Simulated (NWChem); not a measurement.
# singlet MgH+ at 5 levels

We compute a comparison of 5 runs (HF/3-21G, B3LYP/cc-pVTZ, M06-2X/cc-pVTZ, SVWN5/cc-pVTZ, MP2/cc-pVTZ) of singlet MgH+. 

The calculation is run with NWChem 7.3.0.

14 further runs of the same task are left out: 14 set aside as unsound or not needed.

**1. The system as given**

MgH+: 2 atoms, total charge +1, spin state singlet. SMILES of the parent species: `[MgH]`. The shape is that of a PBE0-D4/def2-TZVP optimisation. That shape belongs to the parent species and isn't relaxed for this state.

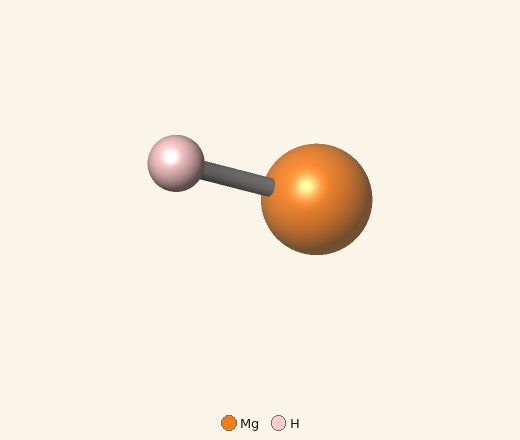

The structure, seen from a chosen angle (magnesium orange, hydrogen pink).

**2. The energy at HF/3-21G (run 1)**

Input file hmg.nw:

```
start hmg
memory total 2200 mb
charge 1

geometry noautosym nocenter noautoz
Mg   -0.742670    0.243830   -0.385720
H     0.742670   -0.243830    0.385720
end

basis spherical bse
* library 3-21G
end

scf
singlet
rhf
thresh 1e-08
maxiter 80
end

task scf energy
```

Run with:

```bash
nwchem hmg.nw > hmg.out
```

The program printed:

```text
[...]
  functions       =    15
[...]
  wavefunction    = RHF
[...]
         Total SCF energy =   -198.752697997635
      One-electron energy =   -282.100597221266
      Two-electron energy =     79.705352447752
 Nuclear repulsion energy =      3.642546775880
        Time for solution =      0.1s
[...]
```

It took 0.67 s on 1 thread of AMD EPYC 9R45 (Zen 5), shared host; peak memory 0.097 GiB.

**3. The energy at B3LYP/cc-pVTZ (run 2)**

Input file hmg.nw:

```
start hmg
memory total 2200 mb
charge 1

geometry units angstrom noautosym nocenter noautoz
   Mg      -0.742670       0.243830      -0.385720
   H        0.742670      -0.243830       0.385720
end

basis spherical bse
   Mg library cc-pVTZ
   H library cc-pVTZ
end

dft
   xc b3lyp
   grid xfine
   convergence energy 1e-08
   maxiter 100
   mulliken
end

task dft energy
```

Run with:

```bash
nwchem hmg.nw > hmg.out
```

The program printed:

```text
[...]
          Wavefunction type:  closed shell.
          No. of atoms     :     2
          No. of electrons :    12
[...]
          Charge           :     1
          Spin multiplicity:     1
[...]
          AO basis - number of functions:    48
[...]
              XC Information
              --------------
                         B3LYP Method XC Potential
                     Hartree-Fock (Exact) Exchange  0.200
                        Slater Exchange Functional  0.800 local
                    Becke 1988 Exchange Functional  0.720 non-local
              Lee-Yang-Parr Correlation Functional  0.810
                  VWN I RPA Correlation Functional  0.190 local
[...]
 d= 0,ls=0.0,diis     1   -200.2953223169 -2.04D+02  3.51D-02  1.06D+00     1.1
[...]
 d= 0,ls=0.0,diis     7   -200.3904319214 -1.27D-09  1.20D-07  2.75D-11     5.0
         Total DFT energy =     -200.390431921394
      One electron energy =     -283.220562317539
           Coulomb energy =       95.797618147855
    Exchange-Corr. energy =      -16.610034527590
 Nuclear repulsion energy =        3.642546775880
[...]
      Total Density - Mulliken Population Analysis
     ---------------------------------------------
    Atom       Charge   Shell Charges
 -----------   ------   -------------------------------------------------------
    1 Mg  12    11.02   2.00  1.93  0.47  0.44  0.01  6.03  0.02  0.08 -0.00  0.01  0.02  0.01
    2 H    1     0.98   0.20  0.49  0.28  0.00  0.01  0.00
[...]
```

Wall time 5.7 s (1 thread of AMD EPYC 9R45 (Zen 5), shared host); peak memory 0.11 GiB.

Run 3 isn't shown in full; the table further down has it.

**4. A single-point energy at SVWN5/cc-pVTZ (run 4)**

Input file mol.nw:

```
start mol
title "HMg energy"
memory 2200 mb
charge 1

geometry units angstrom noautosym nocenter noautoz
   Mg      -0.742670       0.243830      -0.385720
   H        0.742670      -0.243830       0.385720
end

basis spherical bse
   Mg library cc-pVTZ
   H library cc-pVTZ
end

dft
   xc slater vwn_5
   grid xfine
   convergence energy 1e-08
   iterations 100
   mulliken
end

task dft
```

Run with:

```bash
nwchem mol.nw > mol.out
```

The program printed:

```text
[...]
          Wavefunction type:  closed shell.
          No. of atoms     :     2
          No. of electrons :    12
[...]
          Charge           :     1
          Spin multiplicity:     1
[...]
          AO basis - number of functions:    48
[...]
              XC Information
              --------------
                        Slater Exchange Functional  1.000 local
                      VWN V Correlation Functional  1.000 local
[...]
 d= 0,ls=0.0,diis     1   -199.3051643221 -2.03D+02  3.99D-02  1.27D+00     0.9
[...]
 d= 0,ls=0.0,diis     8   -199.4070636891 -5.85D-09  3.22D-07  2.14D-10     4.0
         Total DFT energy =     -199.407063689084
      One electron energy =     -283.106434255604
           Coulomb energy =       95.651972119842
    Exchange-Corr. energy =      -15.595148329202
 Nuclear repulsion energy =        3.642546775880
[...]
      Total Density - Mulliken Population Analysis
     ---------------------------------------------
    Atom       Charge   Shell Charges
 -----------   ------   -------------------------------------------------------
    1 Mg  12    11.07   2.00  1.89  0.52  0.48  0.02  6.06 -0.00  0.07 -0.00  0.01  0.02  0.01
    2 H    1     0.93   0.19  0.47  0.27  0.00  0.00  0.00
[...]
```

It took 4.8 s on 1 thread of AMD EPYC 9R45 (Zen 5), shared host; peak memory 0.11 GiB.

**5. A single-point energy at MP2/cc-pVTZ (run 5)**

Input file geom.nw:

```
START geom
TITLE "HMg energy"
memory stack 880 mb heap 220 mb global 1100 mb
charge 1

GEOMETRY units bohr noautosym nocenter noautoz
 Mg -1.40344290  0.46077192 -0.72890516
 H   1.40344290 -0.46077192  0.72890516
END

BASIS "ao basis" spherical bse
 * library cc-pVTZ
END

SCF
 thresh 1e-08
 maxiter 80
 print low
END

MP2
 freeze core 1
 tight
END

TASK mp2 energy
```

Run with:

```bash
nwchem geom.nw > geom.out
```

The program printed:

```text
[...]
  functions       =    48
[...]
  wavefunction    = RHF
[...]
         Total SCF energy =   -199.904285824842
      One-electron energy =   -283.358160476408
      Two-electron energy =     79.811328134710
 Nuclear repulsion energy =      3.642546516855
        Time for solution =      5.5s
[...]
          Total MP2 energy          -199.951529799406
[...]
```

It took 7.8 s on 1 thread of AMD EPYC 9R45 (Zen 5), shared host; peak memory 0.11 GiB.

**6. All runs side by side**

```
run           level  iteration cap  module  energy (Eh)  HOMO energy (eV)  LUMO energy (eV)  HOMO–LUMO gap (eV)  wall time
  1        HF/3-21G             80     scf  -198.752698            -16.55             -6.64                9.90     0.67 s
  2   B3LYP/cc-pVTZ            100     dft  -200.390432            -14.15             -9.46                4.69      5.7 s
  3  M06-2X/cc-pVTZ            100     dft  -200.341283            -15.24             -8.37                6.87      8.1 s
  4   SVWN5/cc-pVTZ            100     dft  -199.407064            -13.32             -9.87                3.44      4.8 s
  5     MP2/cc-pVTZ             80     mp2  -199.951530                 –                 –                   –      7.8 s
```

**7. Summary of results**

```
                                         quantity          value
                              run 5: total energy  -199.95153 Eh
run 5: correlation energy (1 core orbital frozen)      -47.2 mEh
```

**Reading.** Over runs 1, 2, 3, 4 the HOMO–LUMO gap runs from 3.44 eV (SVWN5/cc-pVTZ) to 9.90 eV (HF/3-21G). The two ends differ in method and basis. Totals of different functionals can't be ranked against each other. All runs together took 27 s, the longest 8.1 s.
